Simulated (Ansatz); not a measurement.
# BBrHO: ladder of basis sets from a Python script

Wanted for BBrHO: a ladder of basis sets. SMILES: O[B]Br.

Computed with the Python package of Ansatz 0.2.0. The levels of theory stand in the script.

## Step 1: The structure

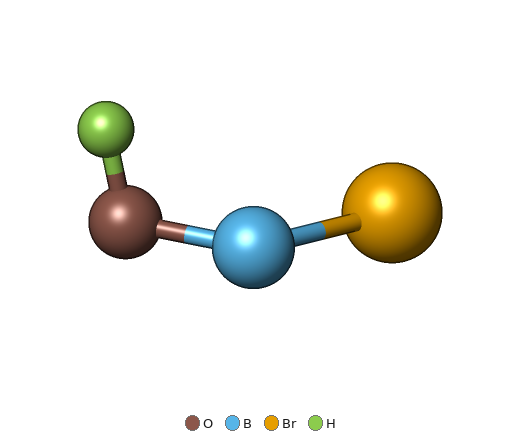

The structure that the script starts from, seen from a chosen angle (oxygen brown, boron blue, bromine amber, hydrogen green).

The script holds or builds the structure itself.

## Step 2: The code

Input file basis_bbrho.py:

```python
"""How the energy of BBrHO converges with the basis."""

import ansatz
from ase import Atoms

FUNCTIONAL = "B3LYP"

atoms = Atoms(["O", "B", "Br", "H"], positions=[
    (-0.1685, 0.4818, -0.8628),
    (-0.5898, -0.4241, 0.1713),
    (0.7924, -1.5055, 1.0684),
    (0.0215, 1.3874, -0.3972),
])
molecule = ansatz.Crystal.molecule_from_ase(atoms)

job = molecule.calculation().functional(FUNCTIONAL).spin("collinear", total=1)

energies = {}
for basis in ["cc-pVDZ", "cc-pVTZ"]:
    report = job.basis(gaussian=basis).run().report
    size = report["n_frozen"] + report["n_occupied"][0] + report["n_virtual"][0]
    energies[basis] = (report["reference_energy_ev"] / 27.211386246, report["free_energy_ev"] / 27.211386246)
    print(f"{basis:14s} {size:4d} orbitals  reference {energies[basis][0]:14.6f} Ha  total {energies[basis][1]:14.6f} Ha")

last = energies["cc-pVTZ"][1]
for basis, (_, total) in energies.items():
    print(f"{basis:14s} lies {27.211386 * (total - last):9.4f} eV above cc-pVTZ")
```

## Step 3: The input behind the calls

The engine receives this input (first run):

```yaml
crystal:
  periodic: [false, false, false]
  atoms:
    - { symbol: O, position_ang: [-0.1685, 0.4818, -0.8628] }
    - { symbol: B, position_ang: [-0.5898, -0.4241, 0.1713] }
    - { symbol: Br, position_ang: [0.7924, -1.5055, 1.0684] }
    - { symbol: H, position_ang: [0.0215, 1.3874, -0.3972] }
basis:
  gaussian:
    orbitals: cc-pVDZ
hamiltonian:
  xc: b3lyp
magnetization:
  spin_polarized: true
  initial_magnetization: 1.0
```

## Step 4: Launch

On the command line:

```console
python basis_bbrho.py
```

The program printed:

```text
cc-pVDZ          60 orbitals  reference   -2674.825592 Ha  total   -2674.825592 Ha
cc-pVTZ         117 orbitals  reference   -2674.934510 Ha  total   -2674.934510 Ha
cc-pVDZ        lies    2.9638 eV above cc-pVTZ
cc-pVTZ        lies    0.0000 eV above cc-pVTZ
```

Wall time 7.8 s (1 thread of Arm Neoverse V1, shared host); peak memory 0.33 GiB.

## Step 5: Inputs of later runs

The engine's inputs for the other runs:

Run 2, against run 1:

```diff
@@ -10 +10 @@
-    orbitals: cc-pVDZ
+    orbitals: cc-pVTZ
```

## Step 6: Run by run

The 2 runs, in the order started:

```csv
run,basis,energy (eV),<S²>,SCF cycles,CPU time (s)
1,cc-pVDZ,-72785.7123,0.75,18,2.6
2,cc-pVTZ,-72788.6761,0.75,16,4.6
```

## Step 7: What came out

```
     quantity  value
runs compared      2
```

In words: Against cc-pVDZ: cc-pVTZ -108.9 mHa. The last step alone is -108.92 mHa. From the first set to the last the time grows from 2.6 to 4.6 s. The drop along the ladder measures the basis error, and is no property of the molecule. The geometry is a force-field or estimated start, not a minimum of this method, and the last set is no limit. Much of the fall in a total is atomic energy, which cancels in bond and reaction energies. The run takes the species as open-shell (spin multiplicity 2), which needn't be its ground state. b3lyp holds the VWN-RPA fit, as in Gaussian; the form of ORCA and Turbomole is b3lyp5.
